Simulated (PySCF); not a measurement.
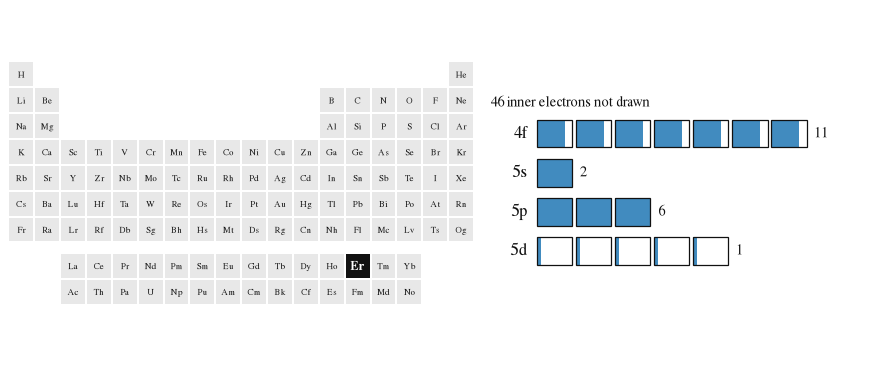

Figure 1. Left, the place of erbium in the periodic table; right, the outer shells of the nominal configuration: a box for each of the 2l + 1 orbitals, shaded by the share of the shell that is filled, with the electron count at the right.

**Atomic calculation, with input and output: Er²⁺**

System: Er²⁺, configuration 1s2 2s2 2p6 3s2 3p6 3d10 4s2 4p6 4d10 4f11 5s2 5p6 5d1, multiplicity 5.
Method: unrestricted PBE0, x2c-TZVPPall, spin-free X2C-1e, Gaussian nucleus (PySCF).

### The input
```python
from pyscf import gto, scf, dft, mp, cc
import basis_set_exchange as bse
mol = gto.M(atom="Er 0 0 0", charge=2, spin=4, symmetry="D2h",
            basis=gto.basis.parse(bse.get_basis("x2c-TZVPPall", elements=["Er"], fmt="nwchem")),
            nucmod="G")
mf = dft.UKS(mol, xc="PBE0").sfx2c1e()
mf.irrep_nelec = {'Ag': (10, 9), 'B1g': (2, 2), 'B2g': (2, 2), 'B3g': (2, 2), 'Au': (1, 1), 'B1u': (6, 6), 'B2u': (6, 5), 'B3u': (6, 4)}
mf.kernel()
```

The script is an equivalent of what the driver set up; the driver started from orbitals of its own, so the log can be shorter than this script's would be, and it computed the properties (radii, ⟨L²⟩, response) afterwards. It held the occupations shell by shell, which the script's counts by irreducible representation don't always enforce.

### Log (extracts)
```
damping factor = 0
level_shift factor = 0
DIIS = <class 'pyscf.scf.diis.CDIIS'>
diis_start_cycle = 1
diis_space = 10
diis_damp = 0
SCF conv_tol = 1e-09
SCF conv_tol_grad = None
number electrons alpha = 35  beta = 31
XC functionals = PBE0
    C. Adamo and V. Barone.,  J. Chem. Phys. 110, 6158 (1999)
    M. Ernzerhof and G. E. Scuseria.,  J. Chem. Phys. 110, 5029 (1999)
cycle= 1 E= -13084.9799536403  delta_E= -0.0179  |g|= 0.324  |ddm|= 0.225
cycle= 2 E= -13084.9617286957  delta_E= 0.0182  |g|= 0.582  |ddm|= 0.275
cycle= 3 E= -13084.9888128428  delta_E= -0.0271  |g|= 0.00834  |ddm|= 0.157
cycle= 4 E= -13084.9888238089  delta_E= -1.1e-05  |g|= 0.00261  |ddm|= 0.00676
cycle= 5 E= -13084.9888259393  delta_E= -2.13e-06  |g|= 0.000342  |ddm|= 0.00551
cycle= 6 E= -13084.9888266996  delta_E= -7.6e-07  |g|= 0.000351  |ddm|= 0.00262
cycle= 7 E= -13084.9888193342  delta_E= 7.37e-06  |g|= 9.68e-05  |ddm|= 0.0425
cycle= 8 E= -13084.98881915  delta_E= 1.84e-07  |g|= 3.35e-05  |ddm|= 0.00982
cycle= 9 E= -13084.9888191414  delta_E= 8.6e-09  |g|= 7.93e-06  |ddm|= 0.00162
cycle= 10 E= -13084.9888191414  delta_E= 2e-11  |g|= 6.82e-07  |ddm|= 0.000131
converged SCF energy = -13084.9888191414  <S^2> = 6.0013732  2S+1 = 5.0005492
```

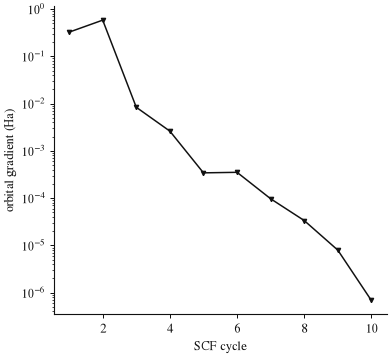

Figure 2. Convergence: orbital gradient against the SCF cycle. The residual falls almost steadily, with no more than small rises or pauses. It goes from 0.32 to 6.8×10⁻⁷ in 10 steps.

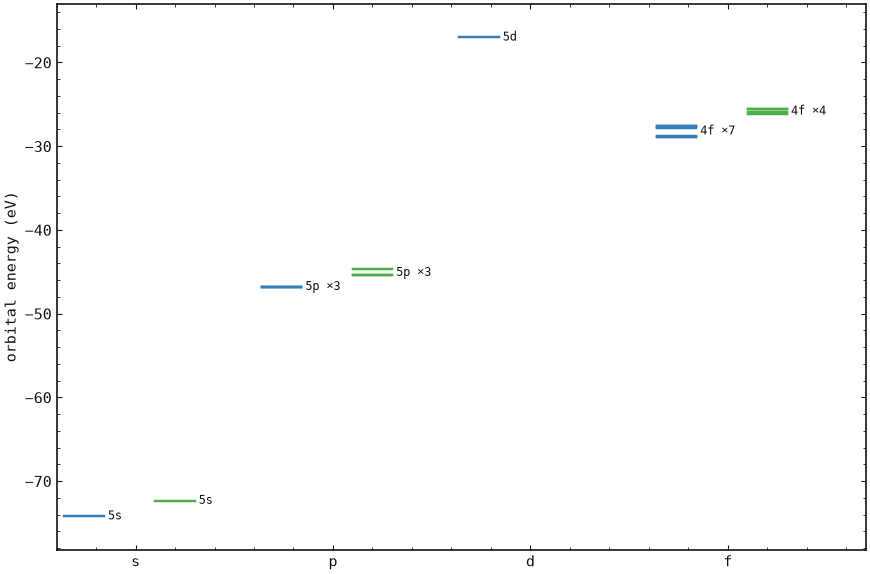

Figure 3. Orbital energies of the mean field, from the top down to −74.2 eV, by angular momentum, α spin at the left of each column and β at the right; ×n counts the orbitals under one label. The highest filled orbital is 5d α at −17.0 eV, the lowest empty one f β at −16.6 eV.

### Key numbers

- outcome: converged
- total energy: −13084.9888 hartree
- ⟨S²⟩: 6.001
- ⟨L²⟩: 40.01
- SCF iterations: 10
- hardware: 1 CPU thread, shared host
- CPU time: 14 s (integrals apart)

### Remarks

This is not the ground configuration of the species. ⟨L²⟩ departs from that of the intended term, so the determinant mixes terms.
